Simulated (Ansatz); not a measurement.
**C4H10BCl (SMILES CCB(Cl)CC): density, localisation and related maps**

Input file:

```
crystal:
  periodic: [false, false, false]
  atoms:
    - {symbol: C, position_ang: [0.319151, -2.522810, -0.810215]}
    - {symbol: C, position_ang: [0.795680, -1.180397, -0.276116]}
    - {symbol: B, position_ang: [-0.261237, -0.072753, 0.038219]}
    - {symbol: Cl, position_ang: [-1.953194, -0.535812, 0.263120]}
    - {symbol: C, position_ang: [0.138267, 1.433328, 0.158430]}
    - {symbol: C, position_ang: [-0.800636, 2.389691, 0.878254]}
    - {symbol: H, position_ang: [-0.183885, -2.408752, -1.773377]}
    - {symbol: H, position_ang: [-0.395364, -2.988803, -0.129266]}
    - {symbol: H, position_ang: [1.151300, -3.216348, -0.950588]}
    - {symbol: H, position_ang: [1.563696, -0.746942, -0.929568]}
    - {symbol: H, position_ang: [1.323203, -1.326112, 0.681446]}
    - {symbol: H, position_ang: [1.151861, 1.487865, 0.575942]}
    - {symbol: H, position_ang: [0.271681, 1.758106, -0.887199]}
    - {symbol: H, position_ang: [-1.792813, 2.387737, 0.423365]}
    - {symbol: H, position_ang: [-0.927792, 2.105065, 1.925425]}
    - {symbol: H, position_ang: [-0.422718, 3.414335, 0.856428]}
basis:
  gaussian: {orbitals: def2-TZVPP}
hamiltonian: {xc: pbe0, dispersion: d4}
output: {orbitals: {seedname: orbitals}}
```

Command:

```sh
ansatz run in.yaml --threads 4 --pin off --events-out ev --progress --plain --max-ram 11315MiB
```

Geometry: PBE0-D4/def2-TZVP.

These are results of RKS PBE0-D4/def2-TZVPP in Ansatz 0.2.0, not measurements.

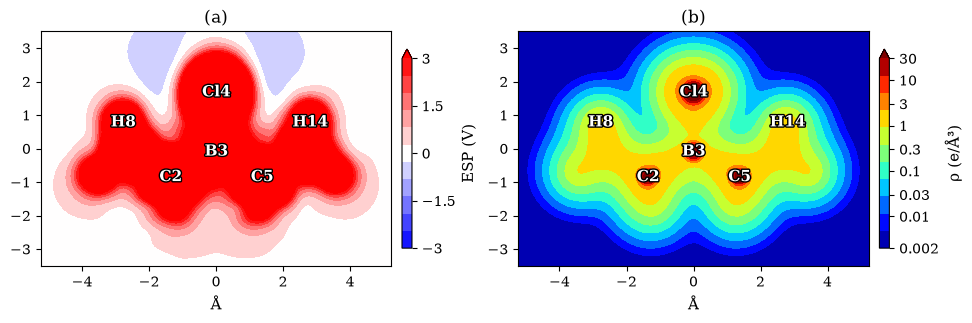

Figure 1. (a) molecular electrostatic potential; (b) total electron density on the plane of atoms C2, B3 and C5.

> Read the bonding off the picture.

- The section cuts through C, B, Cl and H sites.
- C–B (1.56 Å): the density is about 1.5 e/Å³ at the midpoint.
- B–Cl (1.77 Å): the density is about 1.3 e/Å³ at the midpoint.
- Outside the dense part of the molecule the potential is most negative (−0.6 V) near Cl4.

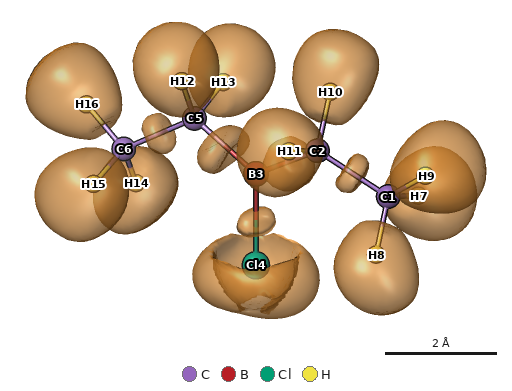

Figure 2. Isosurface of the electron localisation function at 0.85 (orange), seen at a tilt. Only the valence region is drawn (cores and ρ < 0.01 e/Å³ removed).

> Describe the localisation domains.

The surface consists of two regions between bonded B–C atoms (shared pairs), one region between bonded B–Cl atoms (shared pairs), two regions between bonded C–C atoms (shared pairs), ten regions around hydrogen nuclei and one ring or bowl of non-bonding electrons around Cl.


C–C (1.52 Å): the ELF peaks at about 0.95 between the atoms, as expected for a shared electron pair. C–B (1.56 Å): the ELF peaks at about 0.95 between the atoms (localised, covalent bonding).

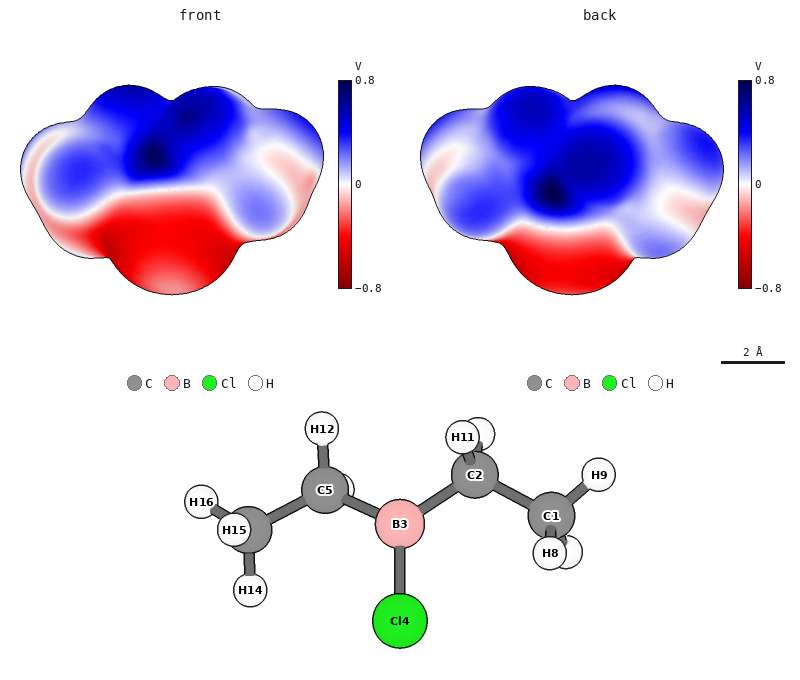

Figure 3. The electrostatic potential painted on the density surface at 0.001 e/bohr³, seen from the front and from behind; red is negative and blue positive. The bare structure is drawn below in the same view.

> Describe the electrostatic potential map.

The most negative region (about −0.6 V, or −14 kcal/mol for a unit charge) lies over Cl4, the most positive (about +0.7 V, or +16 kcal/mol for a unit charge) over B3.
